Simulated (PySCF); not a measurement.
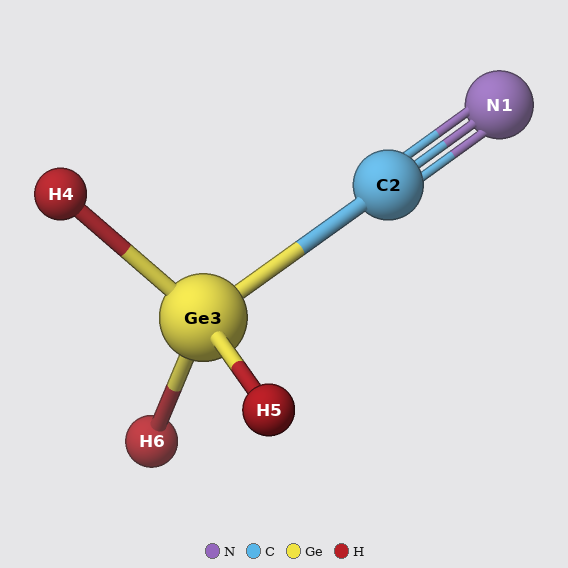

The geometry was computed by an optimisation with PBE0-D3(BJ)/def2-SVP. No frequency run is at hand to confirm it as a minimum. Method: B3LYP/pcJ-1 (pcSseg-1 on Ge) indirect spin-spin coupling, non-relativistic, gas phase (PySCF 2.14.0). Isotopes: 13C, 1H, 15N.

Give the spin–spin coupling constants of these pairs, with the number of bonds between them: N1/C2, C2/H6, C2/H4, H4/H5, H4/H6, N1/H6, N1/H5.

```csv
pair,bonds apart,J (Hz)
"N1, C2",1,−12.5
"C2, H6",2,8.3
"C2, H4",2,8.3
"H4, H5",2,13.0
"H4, H6",2,13.0
"N1, H6",3,−1.0
"N1, H5",3,−1.0
```
